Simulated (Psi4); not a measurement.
**ZrO$_{2}$: single-point calculation**

The run: single-point calculation of ZrO$_{2}$, multiplicity 3, SMILES [O]=[Zr]=[O]. Method and program: B3LYP/def2-TZVP, UKS, core potentials def2 (Psi4 1.11).

The geometry is that of the parent species in another charge or spin state. The geometry comes from this level: PBE0-D4/def2-TZVP.

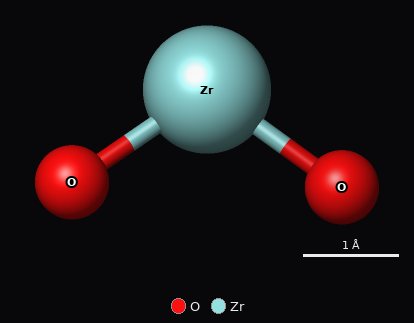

**Figure 1.** The input geometry (ball-and-stick view, seen at a tilt). Sticks mark near contacts.

## Key numbers

```tsv
quantity	value
outcome	converged
total energy	−197.555301 hartree
basis functions	102
⟨S²⟩	2.023
dipole moment	3.55 D
hardware	1 thread of Intel Xeon @ 2.90GHz (Ice Lake), 64 GiB of memory available, shared host
wall time	25 s
peak memory	0.62 GiB
```

## Input file (job.dat)
```
memory 1600 MB

molecule molecule1 {
  0 3
  O      1.23682575     2.36688197     0.73396963
  Zr     0.65856955    -0.91028107     0.66480565
  O     -1.89539530    -1.45660090    -1.39858630
  units au
  symmetry c1
}

set {
  basis                def2-TZVP
  reference            uks
  puream               true
  e_convergence        1e-09
  d_convergence        1e-08
  scf_type             pk
  dft_radial_points    99
  dft_spherical_points 590
  maxiter              100
}

energy_value, wavefunction = energy('b3lyp', return_wfn=True)
oeprop(wavefunction, 'LOWDIN_CHARGES', 'DIPOLE', 'WIBERG_LOWDIN_INDICES')
```

Run as:
```bash
psi4 -n 1 job.dat job.out
```

## The program's output
```
Psi4 1.11 release

   => Loading Basis Set <=

    Name: DEF2-TZVP
    Role: ORBITAL
    Keyword: BASIS

    !!!  WARNING: ECP capability is in beta. Please check occupations closely.  !!!

         ---------------------------------------------------------
                                   SCF
                              UKS Reference
                        1 Threads,   1525 MiB Core
         ---------------------------------------------------------

  ==> Geometry <==

    Molecular point group: c1
    Full point group: Cs

    Geometry (in Bohr), charge = 0, multiplicity = 3:

       Center              X                  Y                   Z               Mass
    ------------   -----------------  -----------------  -----------------  -----------------
         O            0.854929277001     2.932491221473     0.000000000000    15.994914619570
         ZR           0.366719005010    -0.360017276623    -0.000000000000    89.904697700000
         O           -2.916194502256    -0.908895272925     0.000000000000    15.994914619570

  Running in c1 symmetry.

  Rotational constants: A =      0.66539  B =      0.25976  C =      0.18683 [cm^-1]
  Rotational constants: A =  19948.01309  B =   7787.53872  C =   5600.96750 [MHz]
  Nuclear repulsion =   69.572827836937932

  Charge       = 0
  Multiplicity = 3
  Electrons    = 28
  Nalpha       = 15
  Nbeta        = 13

  ==> Algorithm <==

  SCF Algorithm Type is PK.
  DIIS enabled.
  MOM disabled.
  Fractional occupation disabled.
  Guess Type is SAD.
  Energy threshold   = 1.00e-09
  Density threshold  = 1.00e-08
  Integral threshold = 1.00e-12

  ==> Primary Basis <==

  Basis Set: DEF2-TZVP
    Blend: DEF2-TZVP
    Number of shells: 36
    Number of basis functions: 102
    Number of Cartesian functions: 118
    Spherical Harmonics?: true
    Max angular momentum: 3

  Core potential: DEF2-TZVP
    Number of shells: 4
    Number of ECP primitives: 14
    Number of ECP core electrons: 28
    Max angular momentum: 3

  ==> DFT Potential <==

   => LibXC <=

    Version 7.1.2

   => Composite Functional: B3LYP <=

    B3LYP Hyb-GGA Exchange-Correlation Functional

    Deriv               =              1
    GGA                 =           TRUE
    Meta                =          FALSE

    Exchange Hybrid     =           TRUE
    MP2 Hybrid          =          FALSE

   => Exchange Functionals <=

    0.0800   Slater exchange
    0.7200         Becke 88

   => Exact (HF) Exchange <=

    0.2000               HF

   => Correlation Functionals <=

    0.1900   Vosko, Wilk & Nusair (VWN5_RPA)
    0.8100   Lee, Yang & Parr

   => LibXC Density Thresholds  <==

    XC_HYB_GGA_XC_B3LYP:  1.00E-15

   => Molecular Quadrature <=

    Radial Scheme          =       TREUTLER
    Pruning Scheme         =           NONE
    Nuclear Scheme         =       TREUTLER

    Blocking Scheme        =         OCTREE
    BS radius alpha        =              1
    Pruning alpha          =              1
    Radial Points          =             99
    Spherical Points       =            590
    Total Points           =         169841
    Total Blocks           =           1359
    Max Points             =            256
    Max Functions          =            100
    Weights Tolerance      =       1.00E-15

  ==> Integral Setup <==

  Using in-core PK algorithm.
   Calculation information:
      Number of atoms:                   3
      Number of AO shells:              36
      Number of primitives:             60
      Number of atomic orbitals:       118
      Number of basis functions:       102

      Integral cutoff                 1.00e-12
      Number of threads:                 1

  Performing in-core PK
  Using 27599262 doubles for integral storage.
  We computed 203078 shell quartets total.
  Whereas there are 222111 unique shell quartets.

  ==> DiskJK: Disk-Based J/K Matrices <==

    J tasked:                  Yes
    K tasked:                  Yes
    wK tasked:                  No
    Memory [MiB]:              825
    Schwarz Cutoff:          1E-12

  Cached 50.0% of DFT collocation blocks in 0.189 [GiB].

  Minimum eigenvalue in the overlap matrix is 3.7859792064E-03.
  Reciprocal condition number of the overlap matrix is 8.1788960301E-04.
    Using symmetric orthogonalization.

  ==> Pre-Iterations <==

  SCF Guess: Superposition of Atomic Densities via on-the-fly atomic UHF (no occupation information).

   -------------------------
    Irrep   Nso     Nmo
   -------------------------
     A        102     102
   -------------------------
    Total     102     102
   -------------------------

  ==> Iterations <==

                        Total Energy        Delta E     RMS |[F,P]|

   @UKS iter SAD:  -196.90451133935181   -1.96905e+02   0.00000e+00
   @UKS iter   1:  -197.12237406157604   -2.17863e-01   1.01976e-02 ADIIS/DIIS
   @UKS iter   2:  -189.46822066487255    7.65415e+00   3.74386e-02 ADIIS/DIIS
   @UKS iter   3:  -197.48058992780932   -8.01237e+00   4.61697e-03 ADIIS/DIIS
   @UKS iter   4:  -197.54781192139552   -6.72220e-02   1.16969e-03 ADIIS/DIIS
   @UKS iter   5:  -197.54806784577698   -2.55924e-04   1.25618e-03 ADIIS/DIIS
   @UKS iter   6:  -197.55415920337740   -6.09136e-03   4.58247e-04 ADIIS/DIIS
   @UKS iter   7:  -197.55522277259746   -1.06357e-03   4.61400e-05 DIIS
   @UKS iter   8:  -197.55527490116782   -5.21286e-05   3.67109e-05 DIIS
   @UKS iter   9:  -197.55529223383908   -1.73327e-05   1.27178e-05 DIIS
   @UKS iter  10:  -197.55529984804485   -7.61421e-06   4.63240e-06 DIIS
   @UKS iter  11:  -197.55530043807880   -5.90034e-07   2.48857e-06 DIIS
   @UKS iter  12:  -197.55530058700313   -1.48924e-07   8.08064e-07 DIIS
   @UKS iter  13:  -197.55530062049394   -3.34908e-08   4.48895e-07 DIIS
   @UKS iter  14:  -197.55530063582327   -1.53293e-08   2.79814e-07 DIIS
   @UKS iter  15:  -197.55530064166456   -5.84129e-09   1.60965e-07 DIIS
   @UKS iter  16:  -197.55530064404144   -2.37688e-09   1.01552e-07 DIIS
   @UKS iter  17:  -197.55530064421703   -1.75589e-10   6.31817e-08 DIIS
   @UKS iter  18:  -197.55530064423343   -1.63993e-11   2.09198e-08 DIIS
   @UKS iter  19:  -197.55530064423698   -3.55271e-12   8.52075e-09 DIIS
  Energy and wave function converged.

  ==> Post-Iterations <==

   Electrons on quadrature grid:
      Nalpha   =   14.9999983917 ; deviation = -1.608e-06
      Nbeta    =   12.9999990748 ; deviation = -9.252e-07
      Ntotal   =   27.9999974665 ; deviation = -2.533e-06

   @Spin Contamination Metric:   2.251317552E-02
   @S^2 Expected:                2.000000000E+00
   @S^2 Observed:                2.022513176E+00
   @S   Expected:                1.000000000E+00
   @S   Observed:                1.000000000E+00

    Orbital Energies [Eh]
    ---------------------

    Alpha Occupied:

       1A    -19.161804     2A    -19.161799     3A     -2.140560
       4A     -1.318595     5A     -1.297380     6A     -1.272688
       7A     -0.916397     8A     -0.899038     9A     -0.427985
      10A     -0.382028    11A     -0.372141    12A     -0.364005
      13A     -0.358058    14A     -0.346360    15A     -0.183850

    Alpha Virtual:

      16A     -0.087751    17A     -0.081774    18A     -0.020213
      19A     -0.016304    20A      0.001365    21A      0.024474
      22A      0.030665    23A      0.052495    24A      0.087997
      25A      0.116798    26A      0.136043    27A      0.140891
      28A      0.142460    29A      0.150328    30A      0.170774
      31A      0.213489    32A      0.246835    33A      0.482141
      34A      0.495655    35A      0.534765    36A      0.541373
      37A      0.550819    38A      0.591898    39A      0.753737
      40A      0.759171    41A      0.767658    42A      0.768318
      43A      0.794836    44A      0.799968    45A      0.807448
      46A      0.825970    47A      0.880763    48A      0.900576
      49A      0.902873    50A      0.918027    51A      0.930714
      52A      0.938686    53A      0.966481    54A      1.024244
      55A      1.452642    56A      1.469881    57A      1.484951
      58A      1.513283    59A      1.574753    60A      1.581794
      61A      1.882259    62A      1.906206    63A      1.922827
      64A      1.934378    65A      2.118933    66A      2.144376
      67A      2.616137    68A      2.635124    69A      2.658782
      70A      2.679481    71A      2.912001    72A      2.942907
      73A      3.341182    74A      3.406519    75A      5.060569
      76A      5.064481    77A      5.067802    78A      5.076582
      79A      5.080344    80A      5.086249    81A      5.088224
      82A      5.127558    83A      5.142253    84A      5.148357
      85A      5.151517    86A      5.166938    87A      5.207129
      88A      5.207826    89A      6.155747    90A      6.179605
      91A      6.182468    92A      6.199017    93A      6.404727
      94A      6.422266    95A      6.439454    96A      6.479801
      97A      6.638475    98A      6.688347    99A     20.261710
     100A     43.301350   101A     43.320895   102A     71.478210

    Beta Occupied:

       1A    -19.147164     2A    -19.147159     3A     -2.134271
       4A     -1.308881     5A     -1.293501     6A     -1.262624
       7A     -0.875701     8A     -0.858220     9A     -0.368006
      10A     -0.358112    11A     -0.343485    12A     -0.339495
      13A     -0.331365

    Beta Virtual:

      14A     -0.211620    15A     -0.107036    16A     -0.064799
      17A     -0.060449    18A     -0.010781    19A     -0.005974
      20A      0.013519    21A      0.033554    22A      0.045740
      23A      0.054371    24A      0.105231    25A      0.137474
      26A      0.141426    27A      0.144048    28A      0.152531
      29A      0.168392    30A      0.176144    31A      0.220394
      32A      0.257083    33A      0.488278    34A      0.515099
      35A      0.547621    36A      0.548178    37A      0.557994
      38A      0.615506    39A      0.761768    40A      0.770021
      41A      0.776736    42A      0.787594    43A      0.805278
      44A      0.808027    45A      0.815355    46A      0.834559
      47A      0.894429    48A      0.906328    49A      0.919171
      50A      0.944605    51A      0.945266    52A      0.952118
      53A      0.979448    54A      1.032056    55A      1.478314
      56A      1.480773    57A      1.511612    58A      1.547404
      59A      1.587100    60A      1.599213    61A      1.890202
      62A      1.916821    63A      1.950302    64A      1.956490
      65A      2.133157    66A      2.159416    67A      2.646973
      68A      2.669311    69A      2.671042    70A      2.729218
      71A      2.934408    72A      2.965752    73A      3.361209
      74A      3.424921    75A      5.092332    76A      5.099943
      77A      5.108667    78A      5.115297    79A      5.116016
      80A      5.117911    81A      5.119575    82A      5.140604
      83A      5.149372    84A      5.163699    85A      5.170884
      86A      5.177796    87A      5.240402    88A      5.244780
      89A      6.202461    90A      6.224095    91A      6.237593
      92A      6.249622    93A      6.436144    94A      6.457673
      95A      6.465653    96A      6.528308    97A      6.666625
      98A      6.719193    99A     20.263163   100A     43.316769
     101A     43.336310   102A     71.452066

    Final Occupation by Irrep:
              A
    DOCC [    13 ]
    SOCC [     2 ]
    NA   [    15 ]
    NB   [    13 ]

  @UKS Final Energy:  -197.55530064423698

   => Energetics <=

    Nuclear Repulsion Energy =             69.5728278369379325
    One-Electron Energy =                -424.4817203679399427
    Two-Electron Energy =                 176.0779419475208840
    DFT Exchange-Correlation Energy =     -18.7243500607558282
    Empirical Dispersion Energy =           0.0000000000000000
    VV10 Nonlocal Energy =                  0.0000000000000000
    Total Energy =                       -197.5553006442369792

  UHF NO Occupations:
  HONO-2 :   13  A 1.9896380
  HONO-1 :   14  A 1.0000000
  HONO-0 :   15  A 1.0000000
  LUNO+0 :   16  A 0.0103620
  LUNO+1 :   17  A 0.0002005
  LUNO+2 :   18  A 0.0001904
  LUNO+3 :   19  A 0.0001379

Computation Completed

Properties will be evaluated at   0.000000,   0.000000,   0.000000 [a0]

Properties computed using the SCF density matrix

 Multipole Moments:

 ------------------------------------------------------------------------------------
     Multipole            Electronic (a.u.)      Nuclear  (a.u.)        Total (a.u.)
 ------------------------------------------------------------------------------------

 L = 1.  Multiply by 2.5417464519 to convert [e a0] to [Debye]
 Dipole X            :         13.0873742          -12.0894937            0.9978804
 Dipole Y            :        -12.8481692           11.8685603           -0.9796089
 Dipole Z            :          0.0000002            0.0000000            0.0000002
 Magnitude           :                                                    1.3983558

 ------------------------------------------------------------------------------------

	total time  =         23 seconds =       0.38 minutes

Properties will be evaluated at   0.000000,   0.000000,   0.000000 [a0]
OEProp: No title given, name of density matrix used for the following properties is 'SCF alpha density'

 Multipole Moments:

 ------------------------------------------------------------------------------------
     Multipole            Electronic (a.u.)      Nuclear  (a.u.)        Total (a.u.)
 ------------------------------------------------------------------------------------

 L = 1.  Multiply by 2.5417464519 to convert [e a0] to [Debye]
 Dipole X            :         13.0873742          -12.0894937            0.9978804
 Dipole Y            :        -12.8481692           11.8685603           -0.9796089
 Dipole Z            :          0.0000002            0.0000000            0.0000002
 Magnitude           :                                                    1.3983558

 ------------------------------------------------------------------------------------
  Lowdin Charges: (a.u.)
   Center  Symbol    Alpha    Beta     Spin     Total
       1     O     4.37981  3.81862  0.56118 -0.19843
       2    ZR     6.24041  5.36272  0.87769  0.39687
       3     O     4.37978  3.81866  0.56113 -0.19844

  Total alpha = 15.00000, Total beta = 13.00000, Total charge =  0.00000

  Wiberg Bond Indices using Orthogonal Lowdin Orbitals:

  Total Bond Index:
  Irrep: 1 Size: 3 x 3

                 1                   2                   3

    1     0.00000000000000     2.45670793587725     0.27929228615278
    2     2.45670793587725     0.00000000000000     2.45679538397524
    3     0.27929228615278     2.45679538397524     0.00000000000000

  Alpha Contribution:
  Irrep: 1 Size: 3 x 3

                 1                   2                   3

    1     0.00000000000000     1.22343921056394     0.03721360866671
    2     1.22343921056394     0.00000000000000     1.22347801947014
    3     0.03721360866671     1.22347801947014     0.00000000000000

  Beta Contribution:
  Irrep: 1 Size: 3 x 3

                 1                   2                   3

    1     0.00000000000000     1.23326872531330     0.24207867748607
    2     1.23326872531330     0.00000000000000     1.23331736450510
    3     0.24207867748607     1.23331736450510     0.00000000000000

  Atomic Valences:

 #  #
 Irrep: 1
      1:    2.736000222030029
      2:    4.913503319852486
      3:    2.736087670128019

    Psi4 run time: 0:00:23.79
```

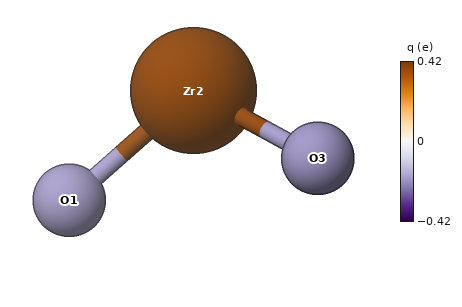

**Figure 2.** Löwdin charges, as the colour of each atom (ball-and-stick view, seen at a tilt; atoms are numbered from 1 in the order of the input). By element: O −0.20 and Zr +0.40 e.
